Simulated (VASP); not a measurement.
# GaN with AM05: from relaxation to properties, part 4 of 8

Aim: relax GaN with AM05, compute its properties on that cell and hold them against experiment. The start is a cell from a database of measured crystal structures.

VASP 6.6.1, plane waves and PAW; the level of theory is named at each step.

So far, gap on the k-mesh (eV): 2.02 in steps 2, 3 and 6. The relaxed cell has a = 3.180, c = 5.177 Å (conventional setting).

The database entry behind the starting cell differs from later determinations by our own check (thin film, about 0.3 % long), so it need not match the best structure at ambient conditions.

**7. Vibrations at Γ (AM05) (continued)**

Level of this step: AM05; plane waves and PAW (Ga_d, N) (VASP).

OUTCAR, selected parts (step 7):

```text
   k-points           NKPTS =    150   k-points in BZ     NKDIM =    150   number of bands    NBANDS=     24

   NELECT =      36.0000    total number of electrons

  Total       -0.0234381     -0.0234381      0.0292008     -0.0000000      0.0000000      0.0000000
  in kB       -0.8280014     -0.8280014      1.0315784     -0.0000000      0.0000000      0.0000000
  external PRESSURE =      -0.2081415 kB  Pullay stress =       0.0000000 kB

 POSITION                                       TOTAL-FORCE (eV/Angst)
 -----------------------------------------------------------------------------------
      1.59020      0.91810      3.06288        -0.000000      0.000000     -0.000660
     -0.00000      1.83621      0.47420         0.000000     -0.000000     -0.000660
      1.59020      0.91810      5.01380        -0.000000      0.000000      0.000660
     -0.00000      1.83621      2.42512         0.000000     -0.000000      0.000660
 -----------------------------------------------------------------------------------
    total drift:                               -0.000001     -0.000002      0.001315

 MACROSCOPIC STATIC DIELECTRIC TENSOR (including local field effects in DFT)
 ------------------------------------------------------
           5.656923     0.000000     0.000000
           0.000000     5.656923     0.000000
           0.000000     0.000000     5.835315
 ------------------------------------------------------

 PIEZOELECTRIC TENSOR (including local field effects)  for field in x, y, z        (C/m^2)
          XX          YY          ZZ          XY          YZ          ZX
  --------------------------------------------------------------------------------
  x     0.00000     0.00000     0.00000    -0.00000     0.00000     0.55258
  y    -0.00000     0.00000     0.00000     0.00000     0.55258     0.00000
  z     0.50504     0.50504    -1.02527     0.00000     0.00000     0.00000

 BORN EFFECTIVE CHARGES (including local field effects) (in |e|, cummulative output)
 ---------------------------------------------------------------------------------
 ion    1
    1     2.60474     0.00000     0.00000
    2     0.00000     2.60474     0.00000
    3     0.00000     0.00000     2.74383
 ion    2
    1     2.60474     0.00000     0.00000
    2     0.00000     2.60474     0.00000
    3    -0.00000     0.00000     2.74383
 ion    3
    1    -2.60474    -0.00000    -0.00000
    2    -0.00000    -2.60474     0.00000
    3    -0.00000     0.00000    -2.74383
 ion    4
    1    -2.60474    -0.00000    -0.00000
    2    -0.00000    -2.60474     0.00000
    3     0.00000    -0.00000    -2.74383

 Eigenvectors and eigenvalues of the dynamical matrix
 ----------------------------------------------------

   1 f  =   20.315095 THz   127.643506 2PiTHz  677.638625 cm-1    84.016444 meV
             X         Y         Z           dx          dy          dz
      1.590201  0.918103  3.062878     0.000000    0.000000    0.031509
     -0.000000  1.836206  0.474201     0.000000    0.000000   -0.031509
      1.590201  0.918103  5.013796     0.000000    0.000000   -0.706404
     -0.000000  1.836206  2.425118    -0.000000   -0.000000    0.706404

   2 f  =   16.397530 THz   103.028720 2PiTHz  546.962726 cm-1    67.814705 meV
             X         Y         Z           dx          dy          dz
      1.590201  0.918103  3.062878    -0.117836   -0.210102   -0.000000
     -0.000000  1.836206  0.474201     0.117836    0.210102    0.000000
      1.590201  0.918103  5.013796    -0.325204   -0.579840    0.000000
     -0.000000  1.836206  2.425118     0.325204    0.579840    0.000000

   3 f  =   16.397530 THz   103.028720 2PiTHz  546.962725 cm-1    67.814705 meV
             X         Y         Z           dx          dy          dz
      1.590201  0.918103  3.062878     0.210102   -0.117836   -0.000000
     -0.000000  1.836206  0.474201    -0.210102    0.117836    0.000000
      1.590201  0.918103  5.013796     0.579840   -0.325204   -0.000000
[...]
-0.000000  1.836206  0.474201    -0.251965    0.141317   -0.000000
      1.590201  0.918103  5.013796     0.562910   -0.315713    0.000000
     -0.000000  1.836206  2.425118     0.562910   -0.315713   -0.000000

   6 f  =   15.425463 THz    96.921043 2PiTHz  514.538061 cm-1    63.794560 meV
             X         Y         Z           dx          dy          dz
      1.590201  0.918103  3.062878    -0.000000   -0.000000    0.289276
     -0.000000  1.836206  0.474201    -0.000000   -0.000000    0.289276
      1.590201  0.918103  5.013796     0.000000    0.000000   -0.645228
     -0.000000  1.836206  2.425118     0.000000    0.000000   -0.645228

   7 f  =    9.811515 THz    61.647567 2PiTHz  327.276913 cm-1    40.577147 meV
             X         Y         Z           dx          dy          dz
      1.590201  0.918103  3.062878    -0.000000    0.000000   -0.706404
     -0.000000  1.836206  0.474201     0.000000    0.000000    0.706404
      1.590201  0.918103  5.013796    -0.000000   -0.000000   -0.031509
     -0.000000  1.836206  2.425118     0.000000   -0.000000    0.031509

   8 f  =    4.126041 THz    25.924679 2PiTHz  137.629907 cm-1    17.063926 meV
             X         Y         Z           dx          dy          dz
      1.590201  0.918103  3.062878     0.325226    0.579828    0.000000
     -0.000000  1.836206  0.474201    -0.325226   -0.579828    0.000000
      1.590201  0.918103  5.013796    -0.117844   -0.210097    0.000000
     -0.000000  1.836206  2.425118     0.117844    0.210097    0.000000

   9 f  =    4.126041 THz    25.924679 2PiTHz  137.629907 cm-1    17.063926 meV
             X         Y         Z           dx          dy          dz
      1.590201  0.918103  3.062878     0.579828   -0.325226   -0.000000
     -0.000000  1.836206  0.474201    -0.579828    0.325226    0.000000
      1.590201  0.918103  5.013796    -0.210097    0.117844    0.000000
     -0.000000  1.836206  2.425118     0.210097   -0.117844   -0.000000

  10 f/i=    0.002764 THz     0.017364 2PiTHz    0.092181 cm-1     0.011429 meV
             X         Y         Z           dx          dy          dz
      1.590201  0.918103  3.062878     0.000000   -0.000000   -0.645228
     -0.000000  1.836206  0.474201     0.000000   -0.000000   -0.645228
      1.590201  0.918103  5.013796     0.000000   -0.000000   -0.289276
     -0.000000  1.836206  2.425118     0.000000   -0.000000   -0.289276

  11 f/i=    0.006779 THz     0.042591 2PiTHz    0.226108 cm-1     0.028034 meV
             X         Y         Z           dx          dy          dz
      1.590201  0.918103  3.062878    -0.131580   -0.631846    0.000000
     -0.000000  1.836206  0.474201    -0.131580   -0.631846    0.000000
      1.590201  0.918103  5.013796    -0.058897   -0.282822    0.000000
     -0.000000  1.836206  2.425118    -0.058897   -0.282822    0.000000

  12 f/i=    0.006779 THz     0.042591 2PiTHz    0.226108 cm-1     0.028034 meV
             X         Y         Z           dx          dy          dz
      1.590201  0.918103  3.062878    -0.631846    0.131580   -0.000000
     -0.000000  1.836206  0.474201    -0.631846    0.131580   -0.000000
      1.590201  0.918103  5.013796    -0.282822    0.058897   -0.000000
     -0.000000  1.836206  2.425118    -0.282822    0.058897   -0.000000

 MACROSCOPIC STATIC DIELECTRIC TENSOR IONIC CONTRIBUTION
 ------------------------------------------------------
           4.374232     0.000000     0.000000
           0.000000     4.374232    -0.000000
           0.000000    -0.000000     5.290644
 ------------------------------------------------------

 ELASTIC MODULI CONTR FROM IONIC RELAXATION (kBar)
 Direction    XX          YY          ZZ          XY          YZ          ZX
 --------------------------------------------------------------------------------
 XX        -571.4304    265.0357    293.0718     -0.0000     -0.0000      0.0000
 YY         265.0357   -571.4304    293.0718     -0.0000      0.0000     -0.0000
 ZZ         293.0718    293.0718   -560.6565      0.0000     -0.0000      0.0000
 XY          -0.0000     -0.0000      0.0000   -418.2330     -0.0000     -0.0000
 YZ           0.0000     -0.0000     -0.0000     -0.0000   -133.8346     -0.0000
 ZX           0.0000     -0.0000      0.0000     -0.0000     -0.0000   -142.7775
 --------------------------------------------------------------------------------

 PIEZOELECTRIC TENSOR IONIC CONTR  for field in x, y, z        (C/m^2)
          XX          YY          ZZ          XY          YZ          ZX
  --------------------------------------------------------------------------------
  x     0.00000    -0.00000     0.00000     0.00000    -0.00000    -0.74362
  y     0.00000     0.00000    -0.00000    -0.00000    -0.71996    -0.00000
  z    -0.84713    -0.84713     1.62060    -0.00000     0.00000    -0.00000

[... 7 parts as in an earlier step ...]

[... 3 further parts left out ...]
```

Energies printed during the response cycles are not total energies of the cell.

Numbers from this step:

```
bands                     : 24
irreducible k-points      : 150
pressure of the cell      : -0.02081 GPa
largest force of the cell : 6.60e-4 eV/Å
Fermi energy              : 5.571 eV
```

Electronic dielectric tensor with local fields:

```
5.66 0.00 0.00
0.00 5.66 0.00
0.00 0.00 5.84
```

Ionic part of the static dielectric tensor:

```
4.37 0.00 0.00
0.00 4.37 0.00
0.00 0.00 5.29
```

Born effective charge (e), principal values of the symmetric part by kind of site:

```csv
atom,atoms with these values,low,middle,high,mean
Ga1,2,2.60,2.60,2.74,2.65
N3,2,-2.74,-2.60,-2.60,-2.65
```

In full for Ga1:

```
2.60 0.00 0.00
0.00 2.60 0.00
0.00 0.00 2.74
```

Infrared lines, with heights relative to the strongest:

```csv
position (cm⁻¹),lines merged,"squared mode dipole, relative"
138,2,0.0
327,1,0.0
515,1,55
537,2,100
547,2,0.0
678,1,0.0
```

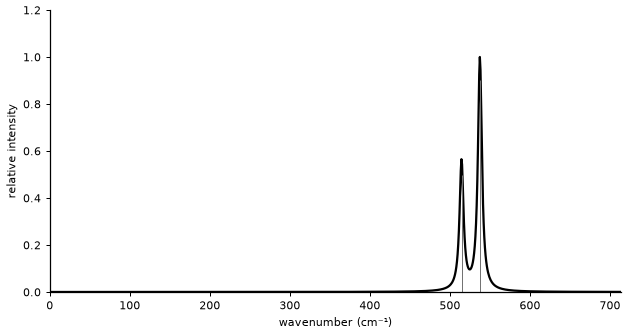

The infrared spectrum, broadened with Lorentzians of width 6 cm⁻¹; bars mark the lines.

Transverse limit, no LO-TO splitting. Modes at Γ, with each element's share of the kinetic energy:

```csv
mode,frequency (cm⁻¹),symmetry,IR,Ga %,N %
1,-0.2,acoustic,2.9e-7,83,17
2,-0.2,acoustic,2.9e-7,83,17
3,-0.1,acoustic,1.3e-8,83,17
4,137.6,E2,0,88,12
5,137.6,E2,0,88,12
6,327.3,B,0,100,0
7,514.5,A1,1.3,17,83
8,537.5,E1,1.2,17,83
9,537.5,E1,1.2,17,83
10,547.0,E2,0,12,88
11,547.0,E2,0,12,88
12,677.6,B,0,0,100
```

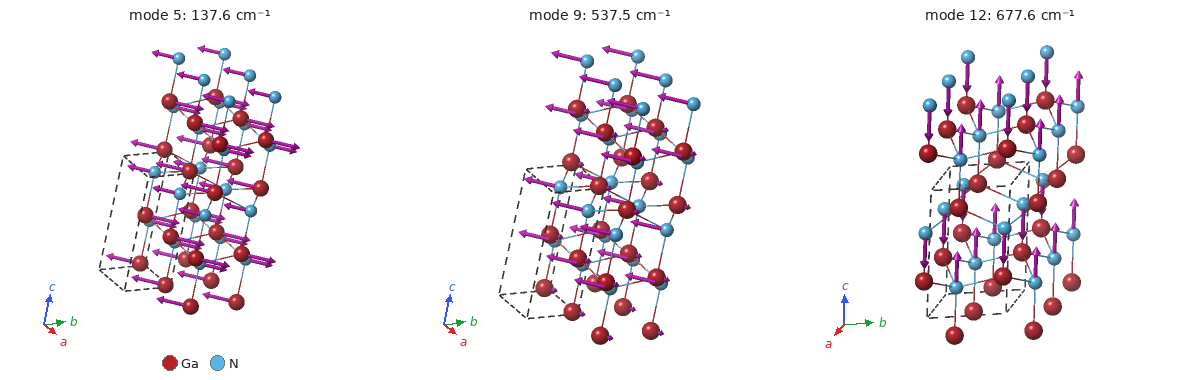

Displacement patterns of modes 5, 9 and 12 at Γ; arrows are exaggerated. 3×2×2 cells are drawn.

Piezoelectric tensor, ionic part (C/m²), by row:

```csv
field,xx,yy,zz,xy,yz,zx
x,0,0,0,0,0,-0.7436
y,0,0,0,0,-0.72,0
z,-0.8471,-0.8471,1.621,0,0,0
```

Piezoelectric tensor with clamped ions (C/m²), by row:

```csv
field,xx,yy,zz,xy,yz,zx
x,0,0,0,0,0,0.5526
y,0,0,0,0,0.5526,0
z,0.505,0.505,-1.025,0,0,0
```

The Born charges sum to zero; the printed set may have that rule imposed, so this is no test. Born charges and mode vectors give each infrared mode its dipole; summed over the modes, dipole squared over frequency squared adds 4.68 to the electronic 5.72, for a mean static constant of 10.4. By the characters of their eigenvectors the optical modes sort into (cm⁻¹) Raman active: E2 138, A1 515, E1 537, E2 547; infrared active: A1 515, E1 537; silent: B 327, B 678. B labels carry no number here, since it depends on the setting of the axes.

(Part 4 of 8 ends here.)

[Lines on the potential files, build, host, timing and source positions are cut from VASP's logs without a mark.]

[Logs are printed without paths, hosts, clocks, repeated set-up lines and the standing remarks that a program may print on its own settings, such as how far it seeks lower states.]

[Hosts, paths, dates, database ids (printed as entryN), source tags and the programs' standing remarks are cut or masked in the printed files.]

[Measured values are set beside computed ones only where the two were judged alike; some that the calculation misses by far are left out.]
